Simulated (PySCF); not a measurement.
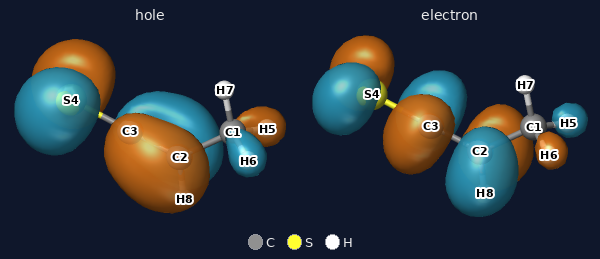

Figure 1: C3H4S, SMILES `CC=C=S`. Leading natural transition orbital pair of T₃ (TDA triplet states); the surfaces enclose about 78 % of each orbital's density.

Computed with PySCF, ωB97X/def2-SVPD, geometry: GFN2-xTB. No frequency check shows the geometry to be a minimum. GFN2-xTB bond lengths at metals and heavier atoms can be off by up to 0.1 Å and shapes distorted, which carries into these values.

Input script:

```python
import numpy as np
from pyscf import gto, scf, dft, tdscf
from pyscf.scf import atom_ks, atom_hf
from scipy.linalg import block_diag

def solve(mol, dm0=None, hcore=None):
    mf = (dft.UKS if mol.spin else dft.RKS)(mol, xc='wb97x')
    mf.grids.level = 3
    mf = mf.density_fit(auxbasis='def2-universal-jkfit')
    mf.conv_tol, mf.max_cycle = 1e-8, 80
    if hcore is not None:
        mf.get_hcore = lambda *args: hcore
    mf.kernel(dm0)
    if not mf.converged:
        mf = mf.newton().run(mf.mo_coeff, mf.mo_occ, max_cycle=30)
    assert mf.converged, 'SCF not converged'
    return mf

mol = gto.M(atom='''
C      2.20151     0.40393     0.00095
C      1.06292    -0.57632     0.00072
C     -0.19239    -0.25279     0.00009
S     -1.70208     0.14038    -0.00017
H      2.81957     0.25467    -0.88854
H      2.82336     0.25106     0.87746
H      1.82877     1.42415     0.00391
H      1.32937    -1.62493    -0.00068
''', basis='def2-svpd', charge=0, spin=0, verbose=4)
mf = solve(mol)
td = mf.TDA()
td.nstates, td.singlet, td.conv_tol = 4, False, 1e-5
td.kernel()
td.analyze()
x, y = np.array([p[0] for p in td.xy]), np.array([p[1] + 0 * p[0] for p in td.xy])
f, mu = np.zeros(len(td.e)), np.zeros((len(td.e), 3))
nto = [td.get_nto(state=i + 1, verbose=4) for i in range(len(td.e))]
# spherically averaged free atoms, for the promolecule
atm = atom_ks.get_atm_nrks(mol, xc='wb97x')
pro = block_diag(*[(atm[a[0]][2] * atm[a[0]][3]) @ atm[a[0]][2].T for a in mol._atom])
np.savez('result.npz', e=td.e, f=f, ok=td.converged, w=[n[0] for n in nto], nto=[n[1] for n in nto], x=x, y=y, c=mf.mo_coeff, occ=mf.mo_occ, eps=mf.mo_energy, pro=pro, mu=mu)
```

Run with:

```sh
OMP_NUM_THREADS=1 python input.py
```

The run took 4 min on 1 thread of Arm Neoverse V1, on a shared host, peak memory 0.64 GiB.

### What kind of excitation is it, and where does it lie?

4.25 eV (292 nm), spin-forbidden from the singlet ground state, π → π*; the leading pair carries 99 %; hole on S4 (36 %), C2 (34 %) and C3 (20 %), electron on C3 (33 %), C2 (31 %) and S4 (24 %); their centroids lie 0.2 Å apart. In canonical orbitals it is mainly HOMO → LUMO+2 (86 %). The HOMO–LUMO gap is 8.54 eV.
